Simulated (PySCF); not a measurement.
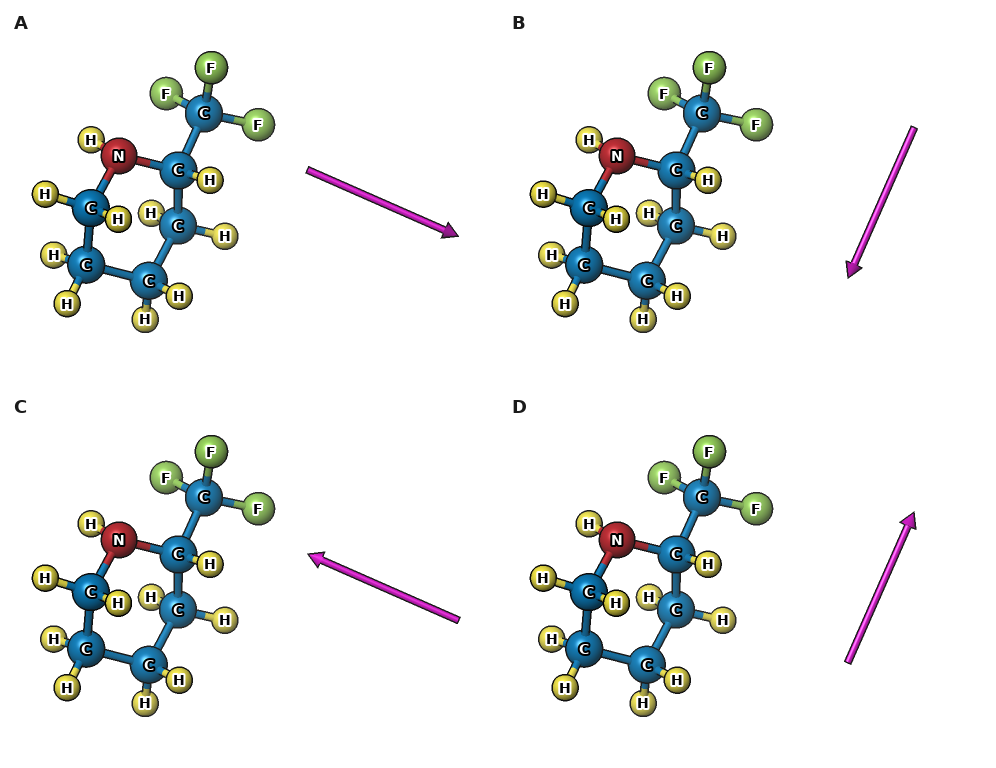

The same molecule four times, each with an arrow. Computed geometry: PBE0-D3(BJ)/def2-SVP optimisation. No frequency run is at hand to confirm it as a minimum. Method: mPW1PW91/pcSseg-1, gas phase (PySCF 2.14.0).

> Which arrow points along the dipole moment, from the negative to the positive end?

B. The dipole moment is 3.03 D.
